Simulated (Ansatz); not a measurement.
## WH4F2: molecular dynamics (part 4 of 4)

Continued. System: WH4F2. Method: RHF/def2-SVP (Ansatz 0.2.0). It belongs to a series of runs on one base structure; here: dynamics from the last frame of an earlier run.

Geometry of the input (Å):
```
W  -0.1084  -0.2891  0.5440
F  -0.4786  0.2296  2.2607
H  2.9934  -0.8490  -8.0437
H  1.0516  0.8889  0.2147
H  -1.1114  0.6228  -0.5479
F  0.5797  -1.7808  -0.3780
H  3.0345  -1.5930  -8.3223
```

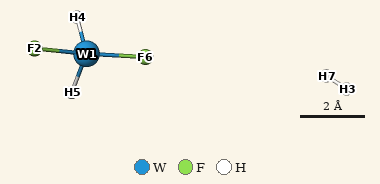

Figure 1. The geometry at step 191 of the log (ball-and-stick view, seen at a tilt; atoms are numbered from 1 in the order of the input).

### Trajectory as extended XYZ, continued
```
7
Properties=species:S:1:pos:R:3:forces:R:3 step=127 time_fs=63.5 energy=-7276.49125 temperature=415.3
W    -0.0711   -0.2929    0.5677   -1.2240  -0.2907   1.0148
F    -0.7133    0.1679    2.2514    0.5683  -0.2713  -0.5270
H     3.0953   -2.2264   -8.1399   -0.1268   0.1955  -0.0778
H     0.5401    1.1945    0.1644    0.3238   0.2569  -0.3469
H    -1.5776   -0.0062   -0.1011    0.1725  -0.0358  -0.2288
F     0.5174   -1.5906   -0.6107    0.1595   0.3410   0.0879
H     2.7065   -1.6267   -8.3782    0.1268  -0.1955   0.0777
7
Properties=species:S:1:pos:R:3:forces:R:3 step=131 time_fs=65.5 energy=-7276.44871 temperature=352.4
W    -0.0719   -0.2939    0.5693   -0.5225  -0.7826   1.2120
F    -0.7102    0.1659    2.2393    0.3592  -0.1165  -0.0697
H     3.0917   -2.2789   -8.1554   -0.7930   1.3469  -0.4326
H     0.5740    1.1499    0.1568    0.4568   0.7078  -0.4458
H    -1.5344   -0.0232   -0.1002   -0.5608   0.1527  -0.5482
F     0.5184   -1.5728   -0.6130    0.2673   0.0386  -0.1482
H     2.7029   -1.6186   -8.3675    0.7930  -1.3468   0.4326
7
Properties=species:S:1:pos:R:3:forces:R:3 step=136 time_fs=68.0 energy=-7276.49461 temperature=421.8
W    -0.0730   -0.2954    0.5716    0.0808  -0.4148   0.7227
F    -0.7053    0.1631    2.2240    0.0786   0.0858   0.5413
H     3.0548   -2.2897   -8.1926    0.5225  -1.0103   0.2317
H     0.6395    1.1293    0.1246    0.2553   0.4102  -0.2751
H    -1.5104   -0.0362   -0.1282   -0.8043   0.2400  -0.6112
F     0.5205   -1.5506   -0.6163    0.3895  -0.3211  -0.3777
H     2.7309   -1.6634   -8.3363   -0.5225   1.0103  -0.2317
7
Properties=species:S:1:pos:R:3:forces:R:3 step=140 time_fs=70.0 energy=-7276.52401 temperature=466.3
W    -0.0740   -0.2967    0.5736    0.0038   0.3664  -0.2846
F    -0.7012    0.1610    2.2129   -0.1312   0.2359   1.0186
H     3.0385   -2.3255   -8.2173    0.3740  -0.8188   0.1242
H     0.7032    1.1310    0.0867   -0.1018  -0.1890   0.0190
H    -1.5236   -0.0368   -0.1759   -0.2472   0.1550  -0.2566
F     0.5231   -1.5334   -0.6198    0.4764  -0.5683  -0.4965
H     2.7401   -1.6720   -8.3165   -0.3740   0.8188  -0.1242
7
Properties=species:S:1:pos:R:3:forces:R:3 step=144 time_fs=72.0 energy=-7276.45873 temperature=367.4
W    -0.0749   -0.2980    0.5755   -0.2526   0.9596  -1.3505
F    -0.6974    0.1594    2.2039   -0.3152   0.3714   1.4489
H     3.0343   -2.3862   -8.2372   -0.5682   1.3971  -0.1230
H     0.7632    1.1260    0.0494   -0.3981  -0.6079   0.2788
H    -1.5460   -0.0315   -0.2332    0.4184   0.0442   0.1949
F     0.5266   -1.5174   -0.6243    0.5474  -0.7673  -0.5721
H     2.7372   -1.6557   -8.3014    0.5682  -1.3971   0.1229
7
Properties=species:S:1:pos:R:3:forces:R:3 step=148 time_fs=74.0 energy=-7276.43170 temperature=324.3
W    -0.0759   -0.2990    0.5772   -0.3859   1.0991  -2.0832
F    -0.6941    0.1586    2.1978   -0.4643   0.4896   1.7925
H     3.0124   -2.4030   -8.2607   -0.2357   0.6514  -0.0202
H     0.8085    1.0988    0.0224   -0.5147  -0.6684   0.4118
H    -1.5533   -0.0243   -0.2835    0.7707  -0.0081   0.4941
F     0.5312   -1.5030   -0.6300    0.5942  -0.9122  -0.6152
H     2.7519   -1.6833   -8.2827    0.2357  -0.6514   0.0201
7
Properties=species:S:1:pos:R:3:forces:R:3 step=153 time_fs=76.5 energy=-7276.40608 temperature=286.5
W    -0.0772   -0.3000    0.5786   -0.3223   0.5974  -2.2867
F    -0.6915    0.1590    2.1953   -0.5800   0.5994   2.0306
H     2.9787   -2.4094   -8.2919    0.5038  -1.6869  -0.0863
H     0.8387    1.0314    0.0102   -0.3455  -0.2334   0.3549
H    -1.5227   -0.0154   -0.3203    0.6405   0.0435   0.5207
F     0.5387   -1.4876   -0.6388    0.6072  -1.0069  -0.6195
H     2.7767   -1.7326   -8.2574   -0.5038   1.6869   0.0863
7
Properties=species:S:1:pos:R:3:forces:R:3 step=157 time_fs=78.5 energy=-7276.44439 temperature=343.6
W    -0.0783   -0.3007    0.5793   -0.1176  -0.2167  -1.8523
F    -0.6906    0.1606    2.1979   -0.5983   0.6368   2.0175
H     2.9674   -2.4655   -8.3191   -0.2204   0.8805   0.0989
H     0.8478    0.9668    0.0155    0.0172   0.4048   0.1551
H    -1.4710   -0.0063   -0.3280    0.1264   0.1787   0.2495
F     0.5460   -1.4775   -0.6473    0.5723  -1.0036  -0.5699
H     2.7809   -1.7209   -8.2351    0.2204  -0.8805  -0.0989
7
Properties=species:S:1:pos:R:3:forces:R:3 step=161 time_fs=80.5 energy=-7276.40504 temperature=284.3
W    -0.0795   -0.3014    0.5795    0.2258  -0.9821  -1.1379
F    -0.6910    0.1635    2.2046   -0.5398   0.6036   1.7977
H     2.9501   -2.4960   -8.3427   -0.2847   1.3624   0.2258
H     0.8577    0.9174    0.0268    0.3657   0.9436  -0.0336
H    -1.4149    0.0097   -0.3267   -0.5422   0.3574  -0.1692
F     0.5546   -1.4694   -0.6569    0.4904  -0.9224  -0.4570
H     2.7910   -1.7348   -8.2163    0.2847  -1.3625  -0.2258
7
Properties=species:S:1:pos:R:3:forces:R:3 step=165 time_fs=82.5 energy=-7276.42304 temperature=311.5
W    -0.0806   -0.3023    0.5796    0.5637  -1.1139  -0.6962
F    -0.6924    0.1676    2.2149   -0.4032   0.4812   1.3823
H     2.9238   -2.4842   -8.3597    0.1856  -1.1320  -0.2544
H     0.8804    0.9024    0.0376    0.3654   0.9404  -0.0088
H    -1.3787    0.0392   -0.3313   -0.8896   0.4563  -0.4067
F     0.5641   -1.4633   -0.6674    0.3637  -0.7640  -0.2706
H     2.8103   -1.7911   -8.2042   -0.1856   1.1320   0.2544
7
Properties=species:S:1:pos:R:3:forces:R:3 step=169 time_fs=84.5 energy=-7276.49025 temperature=414.3
W    -0.0816   -0.3034    0.5794    0.5904  -0.5000  -0.8153
F    -0.6946    0.1727    2.2279   -0.2037   0.2813   0.8267
H     2.9023   -2.5062   -8.3850    0.0959  -0.8522  -0.2482
H     0.9160    0.9217    0.0486   -0.0041   0.4125   0.2142
H    -1.3744    0.0855   -0.3500   -0.5896   0.3502  -0.2027
F     0.5743   -1.4586   -0.6785    0.2070  -0.5439  -0.0228
H     2.8246   -1.8135   -8.1836   -0.0959   0.8521   0.2482
7
Properties=species:S:1:pos:R:3:forces:R:3 step=174 time_fs=87.0 energy=-7276.48033 temperature=401.1
W    -0.0827   -0.3050    0.5790    0.2171   0.5337  -1.1747
F    -0.6980    0.1798    2.2465    0.0785  -0.0118   0.0673
H     2.8797   -2.5610   -8.4233   -0.0852   1.5402   0.5603
H     0.9582    0.9651    0.0748   -0.4904  -0.3104   0.4545
H    -1.3967    0.1605   -0.3814    0.1935   0.0195   0.3421
F     0.5876   -1.4543   -0.6923    0.0014  -0.2310   0.3108
H     2.8383   -1.8143   -8.1514    0.0852  -1.5403  -0.5603
7
Properties=species:S:1:pos:R:3:forces:R:3 step=178 time_fs=89.0 energy=-7276.49473 temperature=421.1
W    -0.0835   -0.3061    0.5784   -0.1095   1.0129  -1.1336
F    -0.7005    0.1855    2.2616    0.2825  -0.2303  -0.4919
H     2.8587   -2.5534   -8.4352    0.0005  -0.0289  -0.0128
H     0.9729    0.9893    0.1142   -0.6290  -0.5797   0.4762
H    -1.4093    0.2225   -0.3940    0.6032  -0.2092   0.6081
F     0.5984   -1.4514   -0.7027   -0.1471   0.0064   0.5412
H     2.8522   -1.8664   -8.1443   -0.0005   0.0289   0.0128
7
Properties=species:S:1:pos:R:3:forces:R:3 step=182 time_fs=91.0 energy=-7276.46591 temperature=379.1
W    -0.0844   -0.3070    0.5775   -0.3466   0.9914  -0.6994
F    -0.7025    0.1908    2.2757    0.4415  -0.4119  -0.9523
H     2.8370   -2.5486   -8.4493   -0.0734  -1.5710  -0.7806
H     0.9643    0.9924    0.1715   -0.4844  -0.4875   0.3482
H    -1.3998    0.2769   -0.3841    0.6564  -0.2981   0.5964
F     0.6088   -1.4485   -0.7120   -0.2669   0.2062   0.7071
H     2.8667   -1.9156   -8.1350    0.0734   1.5709   0.7806
7
Properties=species:S:1:pos:R:3:forces:R:3 step=186 time_fs=93.0 energy=-7276.51115 temperature=446.9
W    -0.0853   -0.3077    0.5766   -0.4744   0.4477   0.0643
F    -0.7036    0.1952    2.2880    0.5483  -0.5543  -1.2971
H     2.8136   -2.5885   -8.4852    0.0834   0.8000   0.4560
H     0.9380    0.9779    0.2417   -0.0761  -0.0507   0.1220
H    -1.3662    0.3205   -0.3522    0.3551  -0.2019   0.3110
F     0.6187   -1.4452   -0.7199   -0.3528   0.3593   0.7998
H     2.8831   -1.9202   -8.1039   -0.0834  -0.8001  -0.4560
7
Properties=species:S:1:pos:R:3:forces:R:3 step=191 time_fs=95.5 energy=-7276.46893 temperature=382.0
W    -0.0866   -0.3085    0.5754   -0.3717  -0.5564   1.1666
F    -0.7033    0.1991    2.2995    0.6133  -0.6946  -1.5783
H     2.7890   -2.6021   -8.5082    0.1375   0.8013   0.5269
H     0.9038    0.9601    0.3351    0.5223   0.6214  -0.1365
H    -1.3086    0.3659   -0.2984   -0.3441   0.1434  -0.2829
F     0.6300   -1.4401   -0.7275   -0.4198   0.4863   0.8312
H     2.8987   -1.9622   -8.0870   -0.1376  -0.8013  -0.5269
7
Properties=species:S:1:pos:R:3:forces:R:3 step=195 time_fs=97.5 energy=-7276.40283 temperature=281.7
W    -0.0877   -0.3092    0.5747   -0.0793  -0.7589   1.6859
F    -0.7018    0.2007    2.3052    0.6215  -0.7942  -1.7035
H     2.7737   -2.5830   -8.5078   -0.3249  -1.3602  -1.0152
H     0.8960    0.9693    0.4050    0.6240   0.6618  -0.2027
H    -1.2746    0.4070   -0.2653   -0.7129   0.3509  -0.6034
F     0.6381   -1.4349   -0.7317   -0.4533   0.5404   0.8237
H     2.9069   -2.0257   -8.0921    0.3248   1.3601   1.0152
7
Properties=species:S:1:pos:R:3:forces:R:3 step=199 time_fs=99.5 energy=-7276.44185 temperature=338.9
W    -0.0888   -0.3101    0.5743    0.1021   0.0021   1.6307
F    -0.6989    0.2006    2.3074    0.6003  -0.8819  -1.7471
H     2.7489   -2.6022   -8.5367   -0.0219  -0.0693  -0.0593
H     0.9108    1.0020    0.4675    0.2948   0.1181  -0.1914
H    -1.2661    0.4605   -0.2540   -0.5236   0.2070  -0.5031
F     0.6453   -1.4286   -0.7342   -0.4736   0.5547   0.8109
H     2.9246   -2.0509   -8.0681    0.0219   0.0692   0.0593
7
Properties=species:S:1:pos:R:3:forces:R:3 step=203 time_fs=101.5 energy=-7276.39469 temperature=268.6
W    -0.0899   -0.3110    0.5743    0.0329   1.1427   1.2566
F    -0.6949    0.1988    2.3061    0.5497  -0.9388  -1.6998
H     2.7235   -2.6261   -8.5682    0.4528   1.1440   1.0865
H     0.9367    1.0390    0.5225   -0.1192  -0.5319  -0.2002
H    -1.2766    0.5211   -0.2611    0.0102  -0.2015  -0.1400
F     0.6516   -1.4211   -0.7351   -0.4736   0.5295   0.7834
H     2.9428   -2.0716   -8.0414   -0.4529  -1.1441  -1.0865
7
Properties=species:S:1:pos:R:3:forces:R:3 step=208 time_fs=104.0 energy=-7276.38796 temperature=256.6
W    -0.0913   -0.3117    0.5747   -0.1581   2.0306   0.8443
F    -0.6883    0.1938    2.2996    0.4343  -0.9371  -1.4859
H     2.7108   -2.6080   -8.5621   -0.2694  -0.5291  -0.5817
H     0.9623    1.0559    0.5801   -0.3554  -0.9148  -0.2582
H    -1.2876    0.5846   -0.2763    0.5092  -0.6172   0.2120
F     0.6580   -1.4104   -0.7339   -0.4300   0.4384   0.6877
H     2.9466   -2.1452   -8.0536    0.2694   0.5291   0.5818
7
Properties=species:S:1:pos:R:3:forces:R:3 step=212 time_fs=106.0 energy=-7276.39815 temperature=272.9
W    -0.0924   -0.3118    0.5752   -0.2696   1.9836   0.6817
F    -0.6820    0.1877    2.2911    0.2937  -0.8657  -1.1743
H     2.6931   -2.6058   -8.5723   -0.4518  -0.7085  -0.8976
H     0.9687    1.0321    0.6153   -0.2333  -0.7611  -0.3057
H    -1.2766    0.6106   -0.2810    0.5639  -0.6737   0.2553
F     0.6622   -1.4007   -0.7315   -0.3547   0.3169   0.5429
H     2.9572   -2.1919   -8.0482    0.4517   0.7085   0.8976
7
Properties=species:S:1:pos:R:3:forces:R:3 step=216 time_fs=108.0 energy=-7276.44159 temperature=340.4
W    -0.0936   -0.3116    0.5758   -0.3297   1.2604   0.6425
F    -0.6752    0.1799    2.2801    0.1121  -0.7306  -0.7389
H     2.6625   -2.6254   -8.6089    0.5597   0.7184   1.0415
H     0.9671    0.9803    0.6389    0.1576  -0.2378  -0.3230
H    -1.2450    0.6116   -0.2765    0.3093  -0.4514   0.0748
F     0.6657   -1.3905   -0.7279   -0.2493   0.1594   0.3446
H     2.9806   -2.2168   -8.0164   -0.5597  -0.7185  -1.0415
7
Properties=species:S:1:pos:R:3:forces:R:3 step=220 time_fs=110.0 energy=-7276.47146 temperature=385.7
W    -0.0949   -0.3110    0.5766   -0.2559   0.1664   0.6540
F    -0.6681    0.1705    2.2677   -0.0995  -0.5416  -0.2036
H     2.6494   -2.6231   -8.6131    0.4178   0.4455   0.7381
H     0.9719    0.9198    0.6502    0.6545   0.4109  -0.2995
H    -1.2022    0.5961   -0.2697   -0.1657  -0.0152  -0.2736
F     0.6687   -1.3799   -0.7236   -0.1333  -0.0205   0.1226
H     2.9866   -2.2635   -8.0170   -0.4179  -0.4455  -0.7381
7
Properties=species:S:1:pos:R:3:forces:R:3 step=225 time_fs=112.5 energy=-7276.43109 temperature=325.8
W    -0.0965   -0.3103    0.5777    0.2308  -0.5548   0.4392
F    -0.6595    0.1574    2.2518   -0.3779  -0.2681   0.5379
H     2.6449   -2.6059   -8.5969   -0.8889  -0.7106  -1.4703
H     1.0129    0.8663    0.6486    0.7918   0.6430  -0.2431
H    -1.1595    0.5776   -0.2772   -0.6326   0.4350  -0.6098
F     0.6720   -1.3668   -0.7179   -0.0120  -0.2550  -0.1243
H     2.9822   -2.3364   -8.0393    0.8889   0.7106   1.4703
7
Properties=species:S:1:pos:R:3:forces:R:3 step=229 time_fs=114.5 energy=-7276.48905 temperature=412.3
W    -0.0978   -0.3099    0.5787    0.7603  -0.0616  -0.2103
F    -0.6535    0.1462    2.2401   -0.5841  -0.0574   1.1249
H     2.6153   -2.6130   -8.6268    0.3271   0.2008   0.5139
H     1.0782    0.8493    0.6366    0.2871   0.1979  -0.1873
H    -1.1499    0.5791   -0.3075   -0.5149   0.3557  -0.4622
F     0.6746   -1.3568   -0.7137    0.0517  -0.4346  -0.2652
H     3.0046   -2.3737   -8.0142   -0.3272  -0.2008  -0.5139
7
Properties=species:S:1:pos:R:3:forces:R:3 step=233 time_fs=116.5 energy=-7276.45137 temperature=355.8
W    -0.0989   -0.3094    0.5797    1.1038   0.8045  -1.1682
F    -0.6487    0.1349    2.2307   -0.7549   0.1259   1.6514
H     2.5951   -2.6155   -8.6425    0.8179   0.3866   1.2366
H     1.1540    0.8396    0.6176   -0.3609  -0.3227  -0.1052
H    -1.1591    0.5933   -0.3545   -0.0809  -0.0140  -0.0159
F     0.6774   -1.3477   -0.7099    0.0929  -0.5937  -0.3621
H     3.0176   -2.4157   -8.0032   -0.8180  -0.3866  -1.2365
7
Properties=species:S:1:pos:R:3:forces:R:3 step=237 time_fs=118.5 energy=-7276.41690 temperature=301.1
W    -0.0998   -0.3088    0.5804    1.2325   1.3592  -2.0306
F    -0.6454    0.1238    2.2247   -0.8777   0.2739   2.0643
H     2.6005   -2.6056   -8.6194   -0.4709  -0.1580  -0.6855
H     1.2167    0.8184    0.5946   -0.7771  -0.5702  -0.0044
H    -1.1716    0.6072   -0.4022    0.3027  -0.3388   0.4052
F     0.6803   -1.3399   -0.7069    0.1197  -0.7241  -0.4346
H     3.0051   -2.4701   -8.0312    0.4708   0.1580   0.6855
7
Properties=species:S:1:pos:R:3:forces:R:3 step=242 time_fs=121.0 energy=-7276.38386 temperature=249.8
W    -0.1005   -0.3077    0.5807    1.1487   1.2738  -2.5596
F    -0.6438    0.1108    2.2231   -0.9459   0.4000   2.3388
H     2.5832   -2.5992   -8.6246   -0.2713  -0.0426  -0.3746
H     1.2542    0.7628    0.5660   -0.7842  -0.4046   0.1138
H    -1.1711    0.6066   -0.4399    0.4465  -0.4291   0.6136
F     0.6843   -1.3321   -0.7044    0.1350  -0.8401  -0.5066
H     3.0135   -2.5320   -8.0319    0.2712   0.0426   0.3746
7
Properties=species:S:1:pos:R:3:forces:R:3 step=246 time_fs=123.0 energy=-7276.36970 temperature=229.9
W    -0.1008   -0.3064    0.5804    0.8768   0.6052  -2.4224
F    -0.6447    0.1013    2.2271   -0.9205   0.4466   2.3145
H     2.5559   -2.5979   -8.6481    0.9702   0.0404   1.2885
H     1.2514    0.7011    0.5476   -0.3546   0.0620   0.1788
H    -1.1524    0.5884   -0.4449    0.2704  -0.2261   0.4742
F     0.6878   -1.3278   -0.7035    0.1280  -0.8877  -0.5451
H     3.0336   -2.5779   -8.0133   -0.9703  -0.0404  -1.2885
7
Properties=species:S:1:pos:R:3:forces:R:3 step=250 time_fs=125.0 energy=-7276.41091 temperature=291.1
W    -0.1010   -0.3051    0.5795    0.5298  -0.3746  -1.8159
F    -0.6474    0.0927    2.2357   -0.8234   0.4366   2.0559
H     2.5595   -2.5954   -8.6307    0.1879  -0.0121   0.2406
H     1.2358    0.6422    0.5360    0.3101   0.6576   0.2069
H    -1.1240    0.5622   -0.4324   -0.1116   0.1641   0.1021
F     0.6915   -1.3253   -0.7037    0.0953  -0.8837  -0.5491
H     3.0229   -2.6248   -8.0355   -0.1880   0.0122  -0.2406
```

### Summary

```json
{"quantity": "outcome", "value": "finished"}
{"quantity": "mean temperature over the second half", "value": "344 K"}
{"quantity": "trajectory", "value": "250 steps, 125 fs"}
{"quantity": "ensemble", "value": "nve"}
{"quantity": "temperature in the input", "value": "300.0 K"}
{"quantity": "time step", "value": "0.5 fs"}
{"quantity": "potential energy (last step)", "value": "−7276.4109 eV"}
{"quantity": "mean-field energy (last step)", "value": "−7276.4109 eV"}
{"quantity": "largest force (length of the vector) (last step)", "value": "2.257 eV/Å"}
{"quantity": "wall time", "value": "4 min"}
{"quantity": "peak memory", "value": "0.15 GiB"}
```

So short a trajectory is not equilibrated.
